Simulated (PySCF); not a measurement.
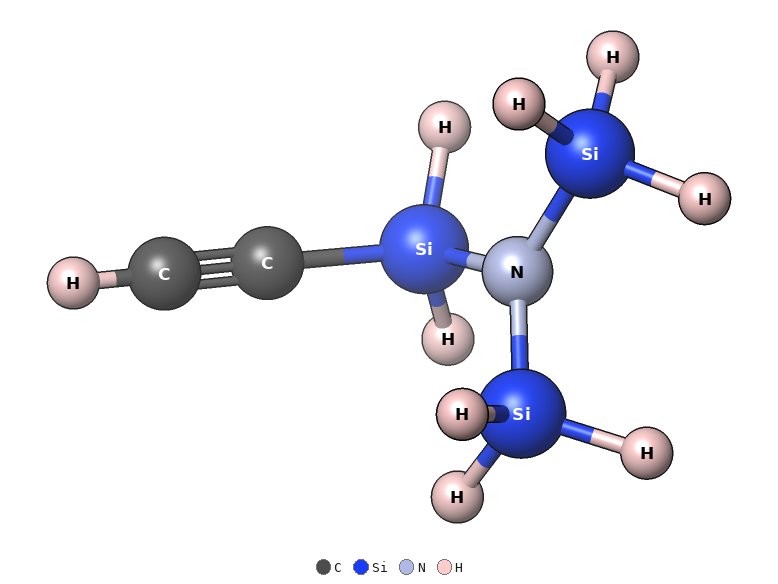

Orthographic view. Distant atoms are faded towards the background colour. The computed structure is the end point of a PBE0-D3(BJ)/def2-SVP optimisation. No frequency run is at hand to confirm it as a minimum.

Write the InChI string.

InChI=1S/C2H9NSi3/c1-2-6-3(4)5/h1H,6H2,4-5H3
